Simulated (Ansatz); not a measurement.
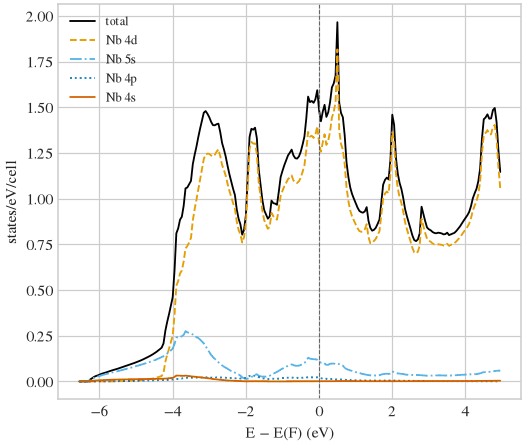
Figure. Total and projected density of states of Nb (fcc (Cu type), Fm-3m), the program Ansatz at the PBEsol level (PAW)

Question: Which orbitals carry the states next to the Fermi level?

Answer: Within 0.5 eV of the Fermi level: Nb 4d 89 %, Nb 5s 7 %. Projections are on Löwdin-orthogonalised atomic valence shells; empty p or d shells of many metals are not among them.

The workflow started from an entry of the Crystallography Open Database (COD), which files this formula under 2 space groups. It is not the phase usual at ambient conditions (space group No. 229). The PBEsol relaxation kept the symmetry of its start. At this level the phase is mechanically unstable. The run is not spin-polarised. Spin–orbit coupling is left out wherever it is not named.

Potentials: the earlier of the program's two PAW sets. The files were generated under PBE; for other functionals the program regenerates the frozen cores, and for LDA and PBEsol the local potential too.
